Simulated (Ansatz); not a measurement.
C3H7NS: several calculations on one system

Part 1: Relaxation

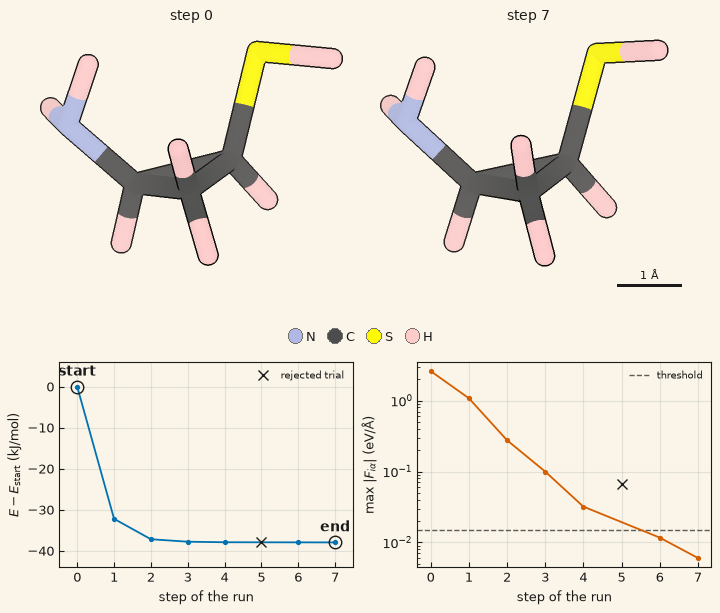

First and last geometry of a relaxation of C3H7NS, with the history of the run. The picture is a stick view, seen at a tilt.

The run prepares an end point of a later path (inversion) calculation, from a guessed geometry.

Method: RKS B3LYP/def2-SVP in Ansatz 0.2.0. (no spin polarisation; force threshold 0.015 eV/Å; at most 40 steps)

Did the run converge, and what did it change?

It converged. After 6 accepted moves (7 points after the start) the energy has fallen by 37.9 kJ/mol. Largest force component: 2.6 eV/Å at the start, 0.006 eV/Å at the end. The line search rejected the trial step at point 5 of the run. An H atom moves most after the best rigid fit: 0.28 Å. Largest moves by element: H 0.28 Å, S 0.14 Å, C 0.07 Å, N 0.06 Å. Among the contacts that change: C–H 1.025 → 1.095 Å, H–N 1.090 → 1.020 Å, C–S 1.759 → 1.802 Å, C–H 1.129 → 1.094 Å. Bond angles that change, for instance: C–C–H 123.3° → 117.0°, H–N–H 100.2° → 106.4°, H–C–H 108.9° → 114.2°. The run took 21 s on 2 threads of Arm Neoverse V2, with other jobs on the host, peak memory 0.25 GiB.

| step | E − E(0), kJ/mol | largest force component, eV/Å | note |
| --- | --- | --- | --- |
| 0 | 0.00 | 2.6067 |  |
| 1 | -32.19 | 1.0806 |  |
| 2 | -37.16 | 0.2763 |  |
| 3 | -37.76 | 0.0998 |  |
| 4 | -37.89 | 0.0320 |  |
| 5 | -37.89 | 0.0669 | rejected |
| 6 | -37.92 | 0.0117 |  |
| 7 | -37.93 | 0.0060 |  |

Part 2: Relaxation

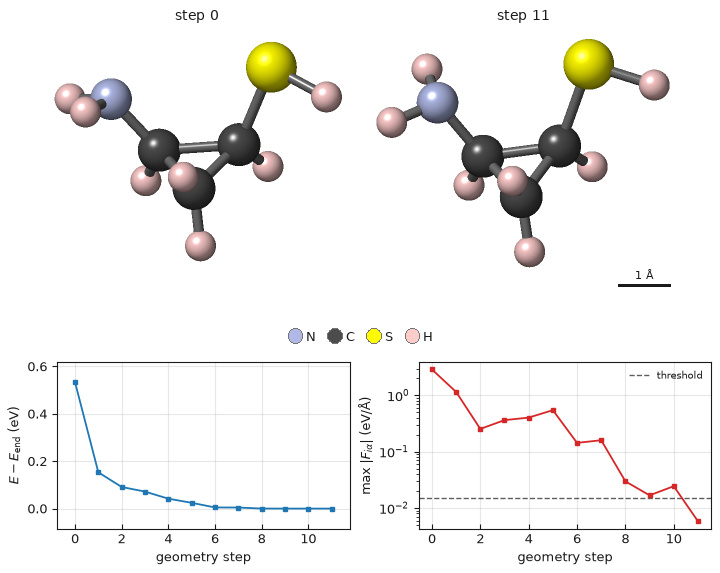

First and last geometry of a relaxation of C₃H₇NS, with the history of the run. Style: ball-and-stick. Shown at a tilt.

The run prepares an end point of a later path (inversion) calculation, from a guessed geometry.

Theory: RKS B3LYP/def2-SVP in Ansatz 0.2.0.

Input file:
```yaml
crystal:
  periodic: [false, false, false]
  atoms:
    - { symbol: "N", position_ang: [-1.6697, -0.4295, 0.4875] }
    - { symbol: C, position_ang: [-0.3173, -0.7892, 0.3358] }
    - { symbol: C, position_ang: [0.7217, 0.1155, 0.8732] }
    - { symbol: C, position_ang: [0.7057, -0.0612, -0.605] }
    - { symbol: S, position_ang: [0.1053, 1.2458, -1.6175] }
    - { symbol: H, position_ang: [-1.81181, 0.15169, 1.39864] }
    - { symbol: H, position_ang: [-2.25757, -1.23358, 0.69258] }
    - { symbol: H, position_ang: [-0.1113, -1.8376, 0.4586] }
    - { symbol: H, position_ang: [0.4569, 1.0711, 1.3765] }
    - { symbol: H, position_ang: [1.5961, -0.3521, 1.4128] }
    - { symbol: H, position_ang: [1.3778, -0.6897, -1.0555] }
    - { symbol: H, position_ang: [1.2904, 1.9171, -1.6559] }
basis:
  gaussian: { orbitals: def2-SVP }
hamiltonian:
  xc: b3lyp
relax:
  f_tol: 0.015
  max_steps: 40
```

Launched with:
```bash
ansatz run input.yaml --threads 2 --pin off --max-ram 3072MiB --backend cpu --events-out ev --progress --plain --runs-dir out
```

Read the history and describe the run.

Answer. It converged. The atom that moves furthest after the best rigid fit is H7 (0.84 Å). By element the largest moves are H 0.84 Å, N 0.22 Å, S 0.19 Å, C 0.18 Å. Near-neighbour distances that change, for instance: N1–H6 1.090 → 1.020 Å, C4–H11 1.025 → 1.094 Å, C2–C4 1.569 → 1.513 Å, C4–S5 1.759 → 1.808 Å. Bond angles that change, for instance: H6–N1–H7 100.2° → 107.3°, C4–C3–H9 123.3° → 116.2°, N1–C2–C4 124.9° → 118.2°. Groups turn about N1–C2 by about 50°. After 11 geometry steps the energy has fallen by 0.534 eV. The largest force component goes from 2.9 to 0.0058 eV/Å.

```
step  E − E(0), eV  largest force component, eV/Å
   0        0.0000                         2.8883
   1       -0.3807                         1.1524
   2       -0.4425                         0.2541
   3       -0.4621                         0.3640
   4       -0.4919                         0.4035
   5       -0.5094                         0.5475
   6       -0.5289                         0.1436
   7       -0.5293                         0.1600
   8       -0.5336                         0.0298
   9       -0.5337                         0.0168
  10       -0.5338                         0.0244
  11       -0.5338                         0.0058
```

Part 3: Path

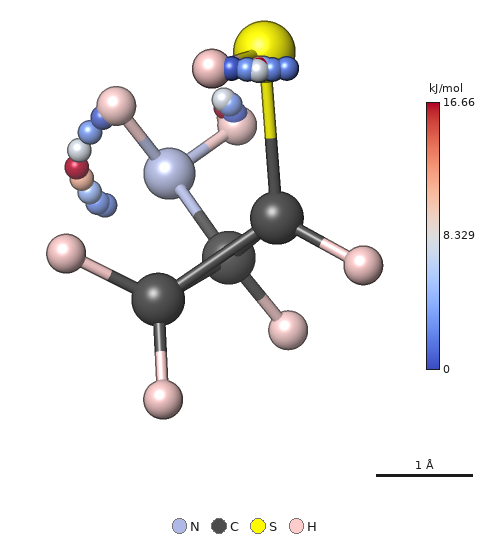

NEB run on C₃H₇NS. Images are numbered from 0 (start) to 8 (end). The start is drawn whole; smaller spheres mark the moving atoms (H) in the later images, joined by lines and coloured by the energy of the image relative to the start. A ball-and-stick model, seen from a free direction.

Theory: Ansatz 0.2.0, RKS B3LYP/def2-SVP.

Input file:
```yaml
crystal:
  periodic: [false, false, false]
  atoms:
    - { symbol: "N", position_ang: [-1.682714, -0.37501, 0.458387] }
    - { symbol: C, position_ang: [-0.31043, -0.769742, 0.343258] }
    - { symbol: C, position_ang: [0.774656, 0.103673, 0.886804] }
    - { symbol: C, position_ang: [0.708928, -0.132819, -0.611277] }
    - { symbol: S, position_ang: [0.129174, 1.160971, -1.723256] }
    - { symbol: H, position_ang: [-1.782315, 0.629128, 0.308782] }
    - { symbol: H, position_ang: [-2.243634, -0.830746, -0.263191] }
    - { symbol: H, position_ang: [-0.177005, -1.849265, 0.47959] }
    - { symbol: H, position_ang: [0.480904, 1.095221, 1.246081] }
    - { symbol: H, position_ang: [1.602256, -0.348009, 1.4423] }
    - { symbol: H, position_ang: [1.46216, -0.798411, -1.045785] }
    - { symbol: H, position_ang: [1.11482, 2.059911, -1.487592] }
basis:
  gaussian: { orbitals: def2-SVP }
hamiltonian:
  xc: b3lyp
neb:
  order_check: false
  images: 7
  f_tol: 0.03
  max_iterations: 60
  initial_path: idpp
  final_atoms:
    - { symbol: "N", position_ang: [-1.6583777, -0.13325036, 0.2414422] }
    - { symbol: C, position_ang: [-0.32769917, -0.66691693, 0.27957343] }
    - { symbol: C, position_ang: [0.75129165, 0.17093895, 0.91861508] }
    - { symbol: C, position_ang: [0.73168805, -0.01162907, -0.57977007] }
    - { symbol: S, position_ang: [0.21656759, 1.32626793, -1.68211567] }
    - { symbol: H, position_ang: [-2.12570532, -0.24702707, 1.14049077] }
    - { symbol: H, position_ang: [-2.22610704, -0.61038487, -0.45841493] }
    - { symbol: H, position_ang: [-0.20603746, -1.75754457, 0.38790533] }
    - { symbol: H, position_ang: [0.44367846, 1.15218705, 1.2899458] }
    - { symbol: H, position_ang: [1.53282201, -0.32966233, 1.49833109] }
    - { symbol: H, position_ang: [1.47272302, -0.68564182, -1.01977756] }
    - { symbol: H, position_ang: [1.4719559, 1.73756509, -1.98212447] }
```

Command:
```bash
ansatz run input.yaml --threads 2 --pin off --max-ram 3072MiB --backend cpu --events-out ev --progress --plain --runs-dir out
```

Q: Describe the path and its energy.

A: The motion is an umbrella inversion at the N atom. No bond forms or breaks between the ends. Bond angles that change up to the highest image, for instance: H–N–H 106.4° → 117.9°, C–N–H 110.3° → 121.0°. Forward barrier 16.7 kJ/mol, backward barrier 14.5 kJ/mol, with image 4 at the top; the reaction energy is +2.2 kJ/mol. The band converged in 8 iterations, with a climbing image at the top.
